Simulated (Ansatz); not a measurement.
## Electronic structure of CH4AsNO (SMILES OC=N[AsH2]) in real space

Input

```
crystal:
  periodic: [false, false, false]
  atoms:
    - {symbol: O, position_ang: [-1.220602, 1.844020, -0.017100]}
    - {symbol: C, position_ang: [-0.224187, 0.982067, 0.207223]}
    - {symbol: N, position_ang: [-0.253850, -0.205040, -0.213007]}
    - {symbol: As, position_ang: [1.249488, -1.234465, 0.217736]}
    - {symbol: H, position_ang: [-1.890614, 1.366345, -0.528454]}
    - {symbol: H, position_ang: [0.571775, 1.463037, 0.785212]}
    - {symbol: H, position_ang: [1.410387, -1.822490, -1.179872]}
    - {symbol: H, position_ang: [0.449803, -2.450473, 0.672462]}
basis:
  gaussian: {orbitals: def2-TZVPP}
hamiltonian: {xc: pbe0, dispersion: d4}
output: {orbitals: {seedname: orbitals}}
```

Launched as:

```sh
ansatz run in.yaml --threads 2 --pin off --events-out ev --progress --plain --max-ram 4352MiB
```

Geometry: PBE0-D4/def2-TZVP.

All numbers below come from RKS PBE0-D4/def2-TZVPP in Ansatz.

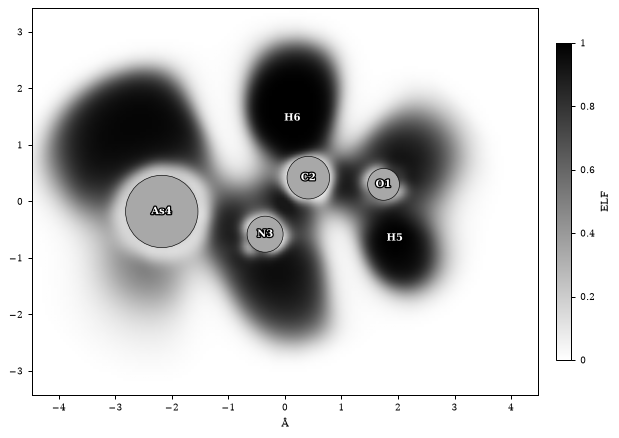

Figure 1. ELF on the plane of atoms C2, O1 and H5. Grey discs cover the atomic cores.

Q: Interpret the plot.

A: The section cuts through O, C, N, As and H sites. C–N (1.26 Å): the ELF peaks at about 0.90 between the atoms (a multiple bond). C–O (1.34 Å): the ELF peaks at about 0.90 between the atoms: a polar covalent bond. As–N (1.87 Å): the ELF peaks at about 0.85 between the atoms (a polar covalent bond). O–H (0.97 Å): the ELF climbs to about 1 towards the hydrogen, as it does in any bond to H; an ordinary covalent bond to hydrogen. C–H (1.09 Å): the ELF climbs to about 1 towards the hydrogen; a covalent bond by its length. The ELF also peaks beside N3 and O1, away from the bonds: lone-pair regions.

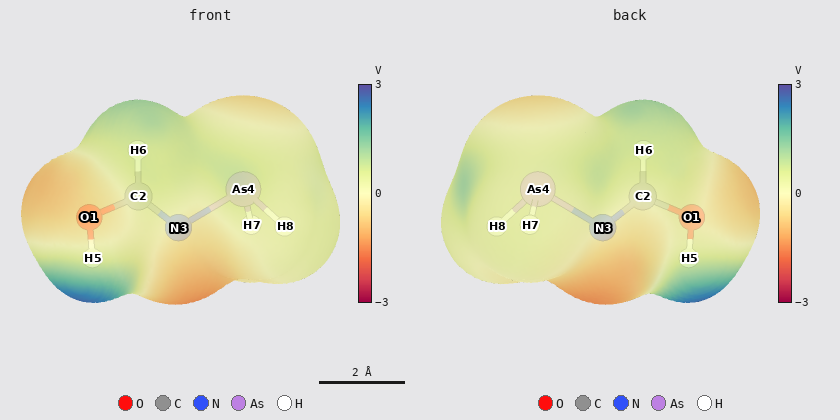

Figure 2. The molecular electrostatic potential painted on the density surface at 0.002 e/bohr³, seen from the front and from behind; red is negative and blue positive.

Q: Where is the surface potential most negative and most positive?

A: The most negative region (about −1.4 V) lies over N3, the most positive (about +2.6 V) over H5. N3 is the likeliest acceptor of a hydrogen bond.

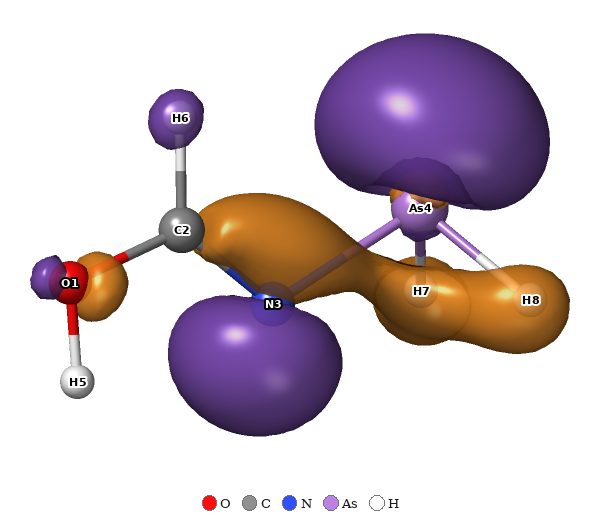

Figure 3. The HOMO at ±0.15 Å⁻³ᐟ² (orange and purple are the two phases), seen at a tilt.

Q: Where does this orbital lie, and at what energy?

A: It lies mainly on As4 (about 50 %) and N3 (about 30 %). Its energy is −6.93 eV.
